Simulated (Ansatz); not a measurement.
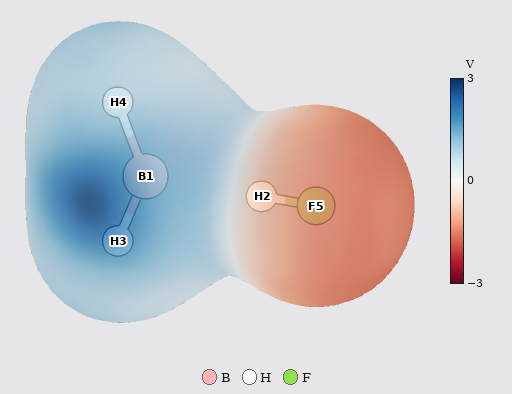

Figure 1: BH2···HF (doublet). The electrostatic potential painted on the density surface at 0.002 e/bohr³, seen at a tilt; the colour scale runs from red (negative) to blue (positive).

Level of theory: Ansatz, UKS PBE0-D4/def2-SVP.

```yaml
atoms:
  - { symbol: B, position_ang: [-0.0001, 0.0000, -0.2141] }
  - { symbol: H, position_ang: [-0.0003, 0.0000, 1.7836] }
  - { symbol: H, position_ang: [1.1019, 0.0000, -0.6913] }
  - { symbol: H, position_ang: [-1.1020, 0.0000, -0.6917] }
  - { symbol: F, position_ang: [0.0004, 0.0000, 2.7235] }
```

Q: Describe the electrostatic potential map.

A: The most negative region (about −1.5 V) lies over F5, the most positive (about +2.7 V) over B1.
